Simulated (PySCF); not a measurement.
**NEVPT2(10,8)/STO-3G run of N2 (nitrogen)**

Aim: the vertical singlet–triplet gap of N2 (nitrogen) at NEVPT2(10,8)/STO-3G, from 2 runs. 

The calculation is run with PySCF 2.14.0.

15 further runs of the same task are left out: 6 that didn't finish, 9 set aside as unsound or not needed.

## (1) The molecule

N2: 2 atoms, total charge 0, spin state singlet. SMILES: `N#N`. The coordinates come from a PBE0-D4/def2-TZVP relaxation.

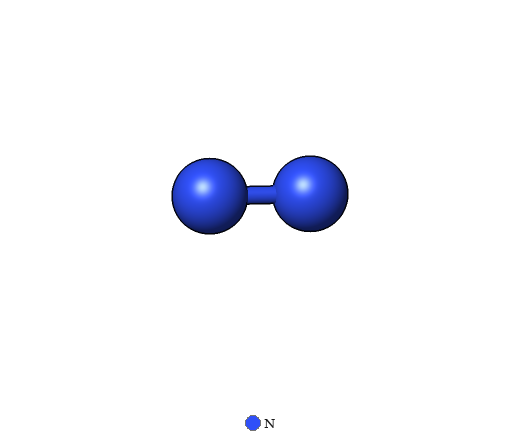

The structure, seen from a chosen angle (nitrogen blue).

## (2) The energy at NEVPT2(10,8)/STO-3G

The input, input.py:

```python
import numpy
from pyscf import gto, scf, mp, mcscf, mrpt

mol = gto.Mole()
mol.atom = '''
N    0.465500  -0.150300   0.239800
N   -0.465500   0.150300  -0.239800
'''
mol.spin = 0
mol.max_memory = 1860
mol.verbose = 3
mol.basis = 'sto-3g'
mol.build()

myscf = scf.RHF(mol)
myscf.conv_tol = 1e-10
myscf.kernel()
if not myscf.converged:
    myscf = myscf.newton().run(myscf.mo_coeff, myscf.mo_occ)

pt = mp.MP2(scf.addons.convert_to_uhf(myscf)).run()
noons, natorbs = mcscf.addons.make_natural_orbitals(pt)
print('natural occupations', numpy.round(noons[:40], 4))
cas = mcscf.CASSCF(myscf, 8, 10)
cas.fix_spin_(ss=0.0)
cas.natorb = True
cas.kernel(natorbs)
e_pt2 = mrpt.NEVPT(cas).kernel()
e_tot = cas.e_tot + e_pt2
print('E(%s) = %.9f' % ('NEVPT2', e_tot))
```

Started as:

```sh
$ OMP_NUM_THREADS=1 python input.py
```

Output:

```text
converged SCF energy = -107.493380274885
E(UMP2) = -107.64456569941  E_corr = -0.151185424524096
E(SCS-UMP2) = -107.640692973227  E_corr = -0.147312698341144
natural occupations [2.     2.     1.9965 1.993  1.9807 1.9417 1.9417 0.0632 0.0632 0.02  ]
CASSCF energy = -107.647770930341
CASCI E = -107.647770930341  E(CI) = -31.3485376410221  S^2 = 0.0000000
Sr    (-1)',   E = -0.00000000000000
Si    (+1)',   E = -0.00004712086276
Sijrs (0)  ,   E = 0.00000000000000
Sijr  (+1) ,   E = -0.00000000000000
Srsi  (-1) ,   E = -0.00000000000000
Srs   (-2) ,   E = 0.00000000000000
Sij   (+2) ,   E = -0.00008272711029
Sir   (0)' ,   E = -0.00000000000000
Nevpt2 Energy = -0.000129847973048
E(NEVPT2) = -107.647900778
```

Wall time 1.8 s (1 thread of Arm Neoverse V1, shared host); peak memory 0.13 GiB.

## (3) The triplet

The input, start.xyz:

```xyz
2

N      0.465500    -0.150300     0.239800
N     -0.465500     0.150300    -0.239800
```

The input, input.py:

```python
import numpy
from pyscf import gto, scf, mp, mcscf, mrpt

mol = gto.M(
    atom='start.xyz',
    basis='sto-3g',
    max_memory=1860,
    spin=2,
    verbose=3,
)

myscf = scf.ROHF(mol)
myscf.conv_tol = 1e-10
myscf.kernel()
if not myscf.converged:
    myscf = myscf.newton().run(myscf.mo_coeff, myscf.mo_occ)

pt = mp.MP2(scf.addons.convert_to_uhf(myscf)).run()
noons, natorbs = mcscf.addons.make_natural_orbitals(pt)
print('natural occupations', numpy.round(noons[:40], 4))
cas = mcscf.CASSCF(myscf, 8, 10)
cas.fix_spin_(ss=2.0)
cas.natorb = True
cas.kernel(natorbs)
e_pt2 = mrpt.NEVPT(cas).kernel()
etot = cas.e_tot + e_pt2
print('Final energy', etot)
```

Started as:

```sh
$ OMP_NUM_THREADS=1 python input.py
```

Output:

```text
converged SCF energy = -107.210583397477
E(UMP2) = -107.334877849584  E_corr = -0.124294452106824
E(SCS-UMP2) = -107.325848934514  E_corr = -0.115265537036749
natural occupations [2.     2.     1.9939 1.9767 1.9649 1.9376 1.0232 1.0229 0.0666 0.0142]
CASSCF energy = -107.327822882464
CASCI E = -107.327822882464  E(CI) = -31.0404330103368  S^2 = 2.0000000
Sr    (-1)',   E = -0.00000000000000
Si    (+1)',   E = -0.00002970854857
Sijrs (0)  ,   E = 0.00000000000000
Sijr  (+1) ,   E = -0.00000000000000
Srsi  (-1) ,   E = -0.00000000000000
Srs   (-2) ,   E = 0.00000000000000
Sij   (+2) ,   E = -0.00007507837025
Sir   (0)' ,   E = -0.00000000000000
Nevpt2 Energy = -0.000104786918819
Final energy -107.32792766938289
```

It took 1.7 s on 1 thread of Arm Neoverse V1, shared host; peak memory 0.13 GiB.

## (4) Summary of results

Level: NEVPT2(10,8)/STO-3G.

```
                                        quantity          value
                           singlet: total energy  -107.64790 Eh
   singlet: dipole moment (Hartree–Fock density)         0.00 D
    singlet: HOMO energy (Hartree–Fock orbitals)      -14.74 eV
    singlet: LUMO energy (Hartree–Fock orbitals)        7.75 eV
  singlet: HOMO–LUMO gap (Hartree–Fock orbitals)       22.49 eV
                           triplet: total energy  -107.32793 Eh
   triplet: dipole moment (Hartree–Fock density)         0.00 D
vertical energy of the triplet above the singlet       8.707 eV
```

**Reading.** At this shape the triplet lies 8.71 eV (201 kcal/mol) above the singlet. In a minimal basis such a difference can be off by several eV, whatever the method.
